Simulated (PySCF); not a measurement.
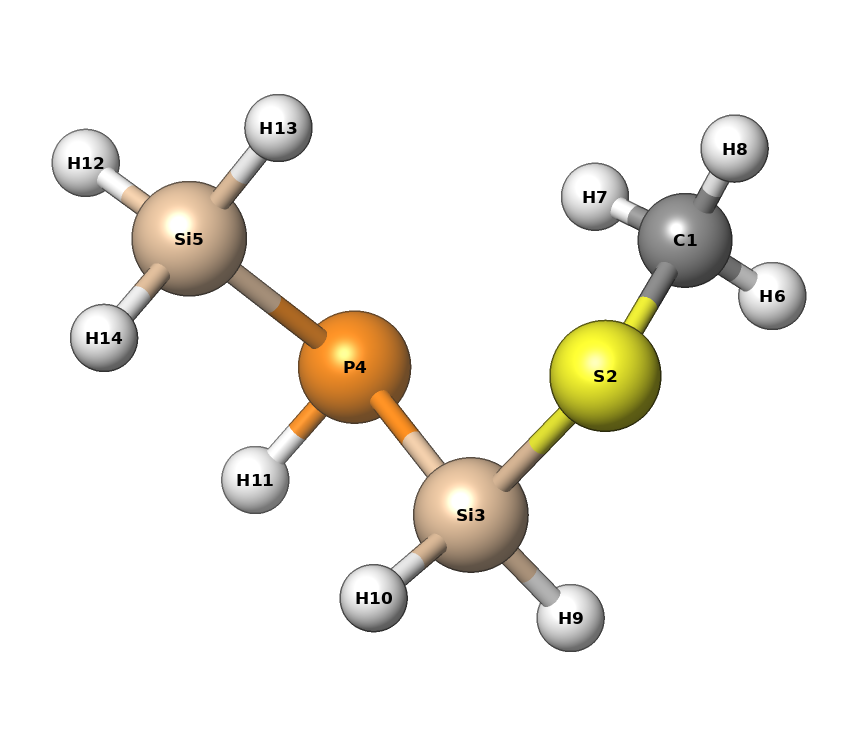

The computed structure is the end point of a GFN2-xTB optimisation. No frequency run is at hand to confirm it as a minimum. Electric field gradients from the ground-state density, PBE0/pcSseg-1 (PySCF 2.14.0), non-relativistic apart from any core potentials.

Give the largest field-gradient component, the quadrupole coupling constant and the asymmetry for 33S at S2 (Q = −67.81 mb).

```tsv
atom	V_zz (a.u.)	e²qQ/h (MHz)	η
S2	−2.323	37.0	0.81
```

The geometry is semi-empirical. Around P, Si such bond lengths and angles can be off by a tenth of an ångström or more and by several degrees, and values that hang on the shape move with them.
